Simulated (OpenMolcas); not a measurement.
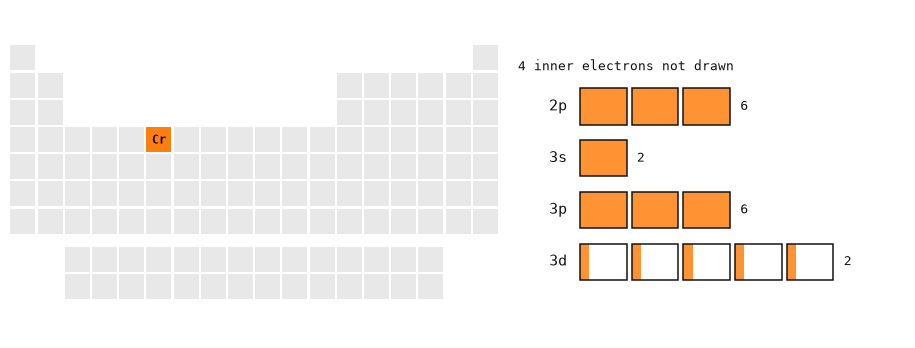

Fig. 1: Left, the place of chromium in the periodic table; right, the outer shells of the leading configuration of the lowest level: a box for each of the 2l + 1 orbitals, shaded by the share of the shell that is filled, with the electron count at the right.

Run report: Cr⁴⁺ complex, multiconfigurational calculation

System: Cr⁴⁺ with 6 ligands (O; octahedron, 1.9 Å), neutralised by 6 outer point charges of +1.3 e, whose field is part of the energies.
Method: state-averaged SS-CASPT2, IPEA shift 0.25, imaginary shift 0.2 hartree, closed shells 3s 3p of the metal and the valence shells of the ligands correlated, active space 2 electrons in the shell 3d, basis ANO-RCC-VDZP on the metal and ANO-RCC-VDZP on the ligands, DKH2 scalar Hamiltonian, spin-orbit coupling by RASSI with atomic mean-field integrals (OpenMolcas).

## Input
```
&GATEWAY
Coord
7

Cr 0.0 0.0 0.0
O 1.900000 0.000000 0.000000
O 0.000000 1.900000 0.000000
O -1.900000 0.000000 0.000000
O 0.000000 -1.900000 0.000000
O 0.000000 0.000000 1.900000
O 0.000000 0.000000 -1.900000
Basis=Cr.ANO-RCC-VDZP,O.ANO-RCC-VDZP
Group=XYZ
NoMove
AngMom=0.0 0.0 0.0
AMFI
RICD
XField
3 Angstrom 0
4.700000 0.000000 0.000000 1.333333
0.000000 4.700000 0.000000 1.333333
0.000000 0.000000 4.700000 1.333333
&SEWARD
&RASSCF
FileOrb=start.orb
Symmetry=1
Spin=3
nActEl=2 0 0
Inactive=18 21
Ras2=5 0
CIRoot=10 10 1
SDav=10
CIMx=300
Iter=150 100
PrWF=0.3
OrbListing=Nothing
MaxOrb=0
LevShft=1.0
>>> COPY $Project.JobIph JOB001
&RASSCF
FileOrb=start.orb
Symmetry=1
Spin=1
nActEl=2 0 0
Inactive=18 21
Ras2=5 0
CIRoot=15 15 1
SDav=15
CIMx=300
Iter=150 100
PrWF=0.3
OrbListing=Nothing
MaxOrb=0
LevShft=1.0
>>> COPY $Project.JobIph JOB002
&RASSI
NrOfJobIphs=2 10 15
1 2 3 4 5 6 7 8 9 10
1 2 3 4 5 6 7 8 9 10 11 12 13 14 15
IphNames
JOB001
JOB002
EJob
SpinOrbit
DIPRint=1.0
SOCoupling=1000.0
Subsets=2
Property=9
'ANGMOM' 1 'ANGMOM' 2 'ANGMOM' 3 'MLTPL  1' 1 'MLTPL  1' 2 'MLTPL  1' 3
'AMFI' 1 'AMFI' 2 'AMFI' 3
SOProperty=3
'ANGMOM' 1 'ANGMOM' 2 'ANGMOM' 3
>>> COPY JOB001 $Project.JobIph
&CASPT2
Multistate=10 1 2 3 4 5 6 7 8 9 10
NoMult
Frozen=5 6
IPEA=0.25
Imaginary=0.2
MaxIter=60
WThr=0.0 0.3 0.05
PrWF=0.5
NoMix
>>> COPY JOB002 $Project.JobIph
&CASPT2
Multistate=15 1 2 3 4 5 6 7 8 9 10 11 12 13 14 15
NoMult
Frozen=5 6
IPEA=0.25
Imaginary=0.2
MaxIter=60
WThr=0.0 0.3 0.05
PrWF=0.5
NoMix
```

The file start.orb holds starting orbitals from an earlier step. A driver script formed the levels outside the program, from RASSI's spin-orbit matrix and the CASPT2 energies (for multi-state variants, the effective Hamiltonian), averaged over the components of each term or state. The log and the time are those of the CASPT2 step.

Hardware: 1 thread of Arm Neoverse V2, 24 GiB of memory available, shared host.

Command:
```bash
OMP_NUM_THREADS=1 MOLCAS_MEM=2457 MOLCAS_PROJECT=a pymolcas a.inp > a.log  # once for each step of the input, in one work folder
```

## The program's output (extracts)
```
--- CASPT2 ---
Orbital specifications:
      -----------------------

      Symmetry species                           1   2
                                                ag  au
      Frozen orbitals                            5   6
      Inactive orbitals                         13  15
      Active orbitals                            5   0
      Secondary orbitals                        34  40
      Deleted orbitals                           0   0
      Number of basis functions                 57  61
Type of calculation                        SS-CASPT2
      Fock operator                              state-specific
      IPEA shift                                 0.25
      Real shift                                 0.00
      Imaginary shift                            0.20
      The input orbitals will be transformed to quasi-canonical
Reference energy:       -1501.6035800442
      E2 (Non-variational):      -1.8021298047
      Shift correction:          -0.0103646984
      E2 (Variational):          -1.8124945031
      Total energy:           -1503.4160745473
      Residual norm:              0.0000006252
      Reference weight:           0.62694
      Contributions to the CASPT2 correlation energy
      Active & Virtual Only:         -0.0047980511
      One Inactive Excited:          -0.1341896560
      Two Inactive Excited:          -1.6631420977
Reference energy:       -1501.6035800441
      E2 (Non-variational):      -1.8021311570
      Shift correction:          -0.0103647996
      E2 (Variational):          -1.8124959566
      Total energy:           -1503.4160760007
      Residual norm:              0.0000006253
      Reference weight:           0.62694
      Contributions to the CASPT2 correlation energy
      Active & Virtual Only:         -0.0047983433
      One Inactive Excited:          -0.1341907508
      Two Inactive Excited:          -1.6631420629
::    CASPT2 Root  1     Total energy:  -1503.41607455
::    CASPT2 Root  2     Total energy:  -1503.41607600
::    CASPT2 Root  3     Total energy:  -1503.41607199
::    CASPT2 Root  4     Total energy:  -1503.32770960
::    CASPT2 Root  5     Total energy:  -1503.32750676
::    CASPT2 Root  6     Total energy:  -1503.32737442
::    CASPT2 Root  7     Total energy:  -1503.28490927
::    CASPT2 Root  8     Total energy:  -1503.28490965
::    CASPT2 Root  9     Total energy:  -1503.28490675
::    CASPT2 Root 10     Total energy:  -1503.22846755
--- CASPT2 ---
Orbital specifications:
      -----------------------

      Symmetry species                           1   2
                                                ag  au
      Frozen orbitals                            5   6
      Inactive orbitals                         13  15
      Active orbitals                            5   0
      Secondary orbitals                        34  40
      Deleted orbitals                           0   0
      Number of basis functions                 57  61
Type of calculation                        SS-CASPT2
      Fock operator                              state-specific
      IPEA shift                                 0.25
      Real shift                                 0.00
      Imaginary shift                            0.20
      The input orbitals will be transformed to quasi-canonical
Reference energy:       -1501.5359039321
      E2 (Non-variational):      -1.8228728334
      Shift correction:          -0.0105804621
      E2 (Variational):          -1.8334532955
      Total energy:           -1503.3693572276
      Residual norm:              0.0000003068
      Reference weight:           0.62349
      Contributions to the CASPT2 correlation energy
      Active & Virtual Only:         -0.0084613611
      One Inactive Excited:          -0.1386917040
      Two Inactive Excited:          -1.6757197683
Reference energy:       -1501.5359039321
      E2 (Non-variational):      -1.8228516272
      Shift correction:          -0.0105794804
      E2 (Variational):          -1.8334311076
      Total energy:           -1503.3693350397
      Residual norm:              0.0000003010
      Reference weight:           0.62350
      Contributions to the CASPT2 correlation energy
      Active & Virtual Only:         -0.0084624191
      One Inactive Excited:          -0.1386719873
      Two Inactive Excited:          -1.6757172208
::    CASPT2 Root  1     Total energy:  -1503.36935723
::    CASPT2 Root  2     Total energy:  -1503.36933504
::    CASPT2 Root  3     Total energy:  -1503.36960282
::    CASPT2 Root  4     Total energy:  -1503.36762360
::    CASPT2 Root  5     Total energy:  -1503.36758302
::    CASPT2 Root  6     Total energy:  -1503.31029848
::    CASPT2 Root  7     Total energy:  -1503.28016508
::    CASPT2 Root  8     Total energy:  -1503.28014505
::    CASPT2 Root  9     Total energy:  -1503.27910007
::    CASPT2 Root 10     Total energy:  -1503.26529329
::    CASPT2 Root 11     Total energy:  -1503.26524838
::    CASPT2 Root 12     Total energy:  -1503.26540887
::    CASPT2 Root 13     Total energy:  -1503.19059287
::    CASPT2 Root 14     Total energy:  -1503.19001851
::    CASPT2 Root 15     Total energy:  -1503.13749422
```

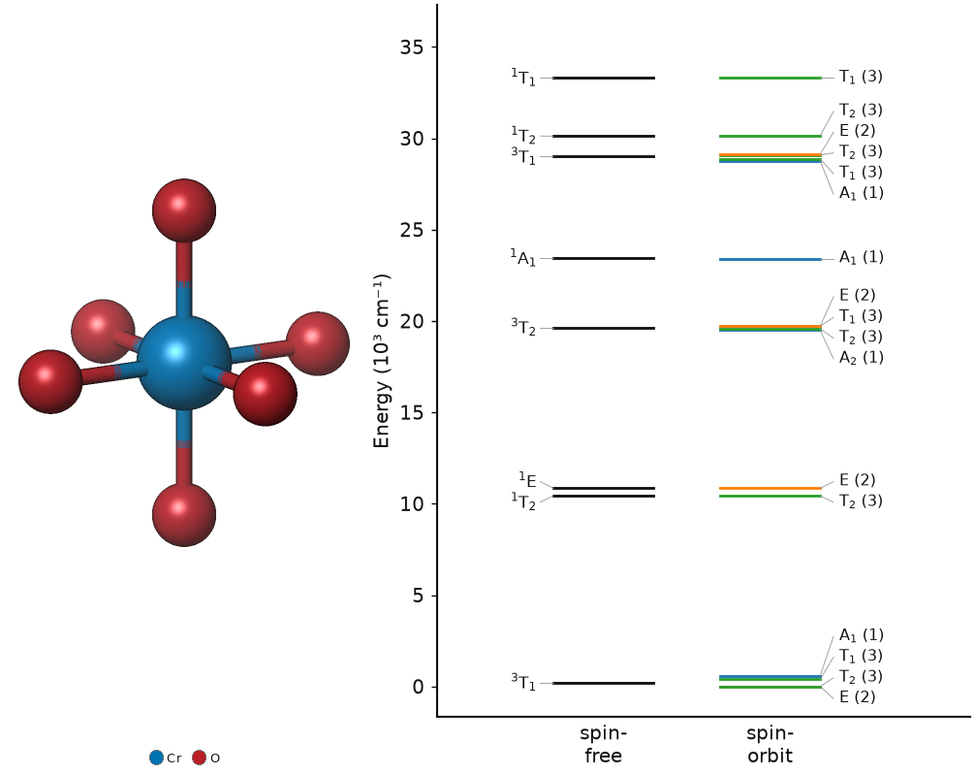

Fig. 2: Cr⁴⁺ (3d²) with 6 ligands, O²⁻, at 1.9 Å (arrangement: octahedron, Oh), neutralised by outer point charges of +1.3 e, and its levels. Labels give the representation in O, Td, D4 or D3 as the site allows (double group for half-integer spin) where it could be assigned and, in brackets, the degeneracy; spin-free states, where drawn, share the zero of the spin-orbit levels. The ground level is E, doubly degenerate, 100 % from states of spin multiplicity 3. Its principal g values are all close to zero. The next level lies at 7.7 cm⁻¹ (T₂). The lowest spin-free state is ³T₁; of the same spin there follow at 19,400 cm⁻¹ (³T₂) and 28,800 cm⁻¹ (³T₁) above it.

## Key numbers

- outcome: converged; degenerate states are split by up to 234 cm⁻¹
- energy of the lowest spin-free term: −1503.41607 hartree
- energy of the lowest spin-orbit level: −1503.41703 hartree
- CASPT2 correlation energy: −1.8125 hartree
- largest spread among components of a term: 233.7 cm⁻¹
- lowest reference weight: 0.615
- wall time: 41 s
- peak memory: 0.18 GiB

## Remarks

The components of ¹T2, which symmetry makes degenerate, are split by 234 cm⁻¹ in CASPT2, and those of 3 more by over 50 cm⁻¹. This is an artefact; the levels of such states rest on averages and are uncertain by about as much. Limits: covalent bonds, ligand orbitals missing from the active space; bare point charges leave oxide and sulfide ligands too diffuse, field too small; distances are set from ionic radii, not optimised.
